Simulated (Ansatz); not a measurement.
GaNH$_{5}$: several calculations on one system

Part 1: Relaxation

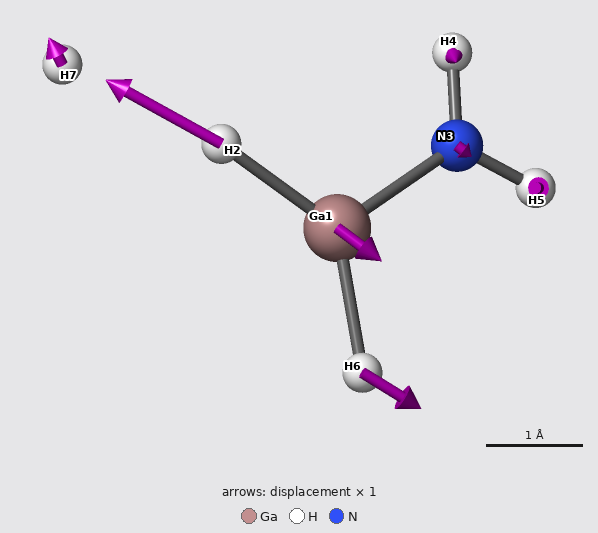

A relaxation of GaNH5 (multiplicity 2). The starting structure is drawn; purple arrows show the displacements, at their true length. The two geometries are superimposed by the best rigid fit.

A ball-and-stick model, seen at a tilt.

The run prepares an end point of a later path (reaction) calculation, from a guessed geometry.

Level of theory: Ansatz 0.2.0, UKS B3LYP-D4/def2-TZVP. Settings: collinear spin; force threshold 0.03 eV/Å; at most 50 steps.

Q: What happened in the run?

A: Over 19 accepted moves (20 points after the start) the energy falls by 24.9 kcal/mol. Largest force component: 0.098 eV/Å at the start, 0.014 eV/Å at the end. The line search rejected the trial step at point 15 of the run. The forces were under the threshold at step 2, but the run went on from there. The atom that moves furthest after the best rigid fit is H2 (1.39 Å). By element the largest moves are H 1.39 Å, Ga 0.60 Å, N 0.19 Å. Near-neighbour distances that change, for instance: Ga1–H2 1.571 → 3.493 Å, H2–H7 1.860 → 0.745 Å, Ga1–H6 1.562 → 1.601 Å, Ga1–N3 1.825 → 1.838 Å. New bonds form, among them: H2–H7 (1.86 → 0.75 Å). Bonds break, among them: Ga1–H2 (1.57 → 3.49 Å).

Part 2: Relaxation

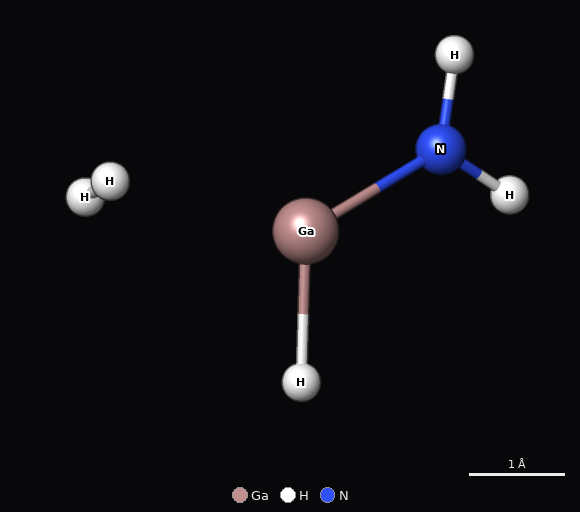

This is the input geometry for a relaxation of GaNH5 (multiplicity 2). The picture is a ball-and-stick view, seen at a tilt.

The run prepares an end point of a later path (reaction) calculation, from a guessed geometry.

Computed with UKS B3LYP-D4/def2-TZVP in Ansatz 0.2.0.

Input file:
```yaml
crystal:
  periodic: [false, false, false]
  atoms:
    - { symbol: Ga, position_ang: [-0.088654, -0.570473, -0.502751] }
    - { symbol: H, position_ang: [0.024317, -0.243751, 2.248779] }
    - { symbol: "N", position_ang: [1.605359, -0.081121, -1.022312] }
    - { symbol: H, position_ang: [2.425631, -0.654932, -0.912242] }
    - { symbol: H, position_ang: [1.82169, 0.811128, -1.437764] }
    - { symbol: H, position_ang: [-1.250746, 0.500007, -0.752013] }
    - { symbol: H, position_ang: [0.034903, 0.239141, 2.768303] }
magnetization:
  spin_polarized: true
  initial_magnetization: 1
basis:
  gaussian: { orbitals: def2-TZVP }
hamiltonian:
  xc: b3lyp
  dispersion: d4
relax:
  f_tol: 0.03
  max_steps: 50
output:
  orbitals: {}
```

Run as
```bash
ansatz run input.yaml --threads 4 --pin off --max-ram 5120MiB --backend cpu --events-out ev --progress --plain --runs-dir out
```

Question: Where does the relaxation end?

Answer: H2 moves most after the best rigid fit: 0.52 Å. Largest moves by element: H 0.52 Å, N 0.17 Å, Ga 0.15 Å. Near-neighbour distances that change, for instance: H2–H7 0.709 → 0.745 Å. The energy falls by 0.042 eV in 11 accepted moves (15 points after the start). Largest force component: 1.1 eV/Å at the start, 0.018 eV/Å at the end. The line search rejected the trial steps at points 5, 11, 13, 14 of the run. The forces were under the threshold at step 4, but the run went on from there. Cost: 22 s on 4 threads of Arm Neoverse V1, on a shared host, peak memory 0.23 GiB.

Final geometry:

```xyz
7

Ga    0.0025   -0.6196   -0.6159
H    -0.1541   -0.3492    2.7292
N     1.6688   -0.0841   -1.1806
H     2.4754   -0.6855   -1.2226
H     1.8800    0.8515   -1.4952
H    -1.1468    0.4951   -0.6305
H    -0.1534    0.3918    2.8056
```

The end point in the same view:

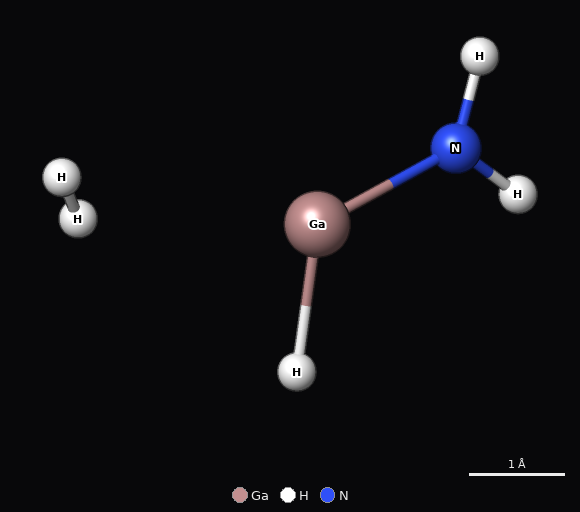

Limits of the set-up: the start holds two separate molecules, 2.8 Å apart at their closest, whose relative position is a soft coordinate.

Part 3: Path

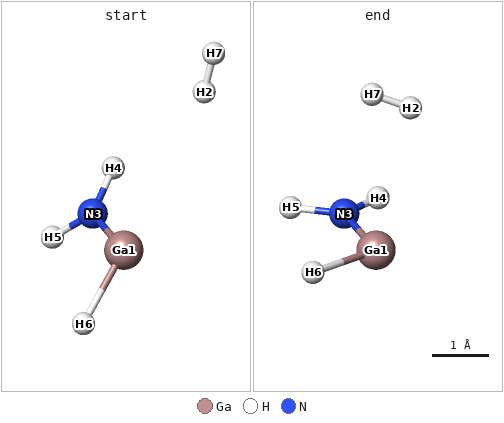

The two relaxed end points of a path for GaNH5 (multiplicity 2), made up at the start of GaNH3 and H2. The picture is a ball-and-stick view, seen from a free direction.

Level of theory: Ansatz 0.2.0, UKS B3LYP-D4/def2-TZVP.

Settings: 5 movable images; climbing image; force threshold 0.05 eV/Å; iteration limit 60.

Start:
```xyz
7

Ga   -0.2324   -0.0178   -0.6306
H     0.0841   -0.3422    2.8325
N     1.5377    0.0076   -1.1253
H     2.2915   -0.3537   -0.5638
H     1.8697    0.3926   -1.9978
H    -1.2729    0.6140   -1.6708
H     0.2948   -0.3006    3.5460
```

End:
```xyz
7

Ga   -0.0432   -0.5467   -0.6331
H    -0.1173   -0.4532    2.7244
N     1.6376   -0.0690   -1.2065
H     2.4098   -0.7086   -1.2996
H     1.8922    0.8701   -1.4750
H    -1.1312    0.6260   -0.5608
H    -0.0753    0.2814    2.8407
```

### Predict the minimum-energy path and its barrier.

The barrier is about 0.264 eV in both directions, with image 4 at the top; the ends have nearly the same energy. No bond forms or breaks between the ends. Among the angles between lasting bonds that change up to the highest image: Ga1–N3–H4 124.5° → 113.9°, H4–N3–H5 111.9° → 106.0°. The band is converged. At the top, the vibrational analysis gives one imaginary mode (403i cm⁻¹), as a transition state must have.

Energies of the converged images:

| image | path (Å) | E (eV) |
| --- | --- | --- |
| 0 | 0.00 | 0.000 |
| 1 | 2.12 | 0.002 |
| 2 | 4.25 | 0.010 |
| 3 | 6.37 | 0.010 |
| 4 | 8.50 | 0.264 |
| 5 | 9.97 | -0.004 |
| 6 | 11.44 | -0.003 |

The geometry at the top of the path:

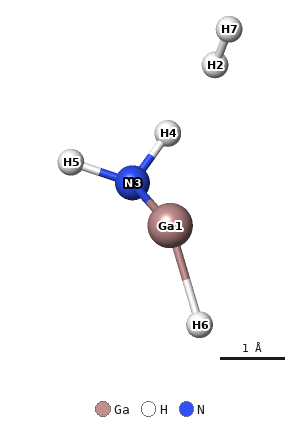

Limits of the set-up: the start holds two separate molecules, 3.5 Å apart at their closest, whose relative position is a soft coordinate.

The run took 3.9 min on 4 threads of Arm Neoverse V1, on a shared host, peak memory 0.24 GiB.
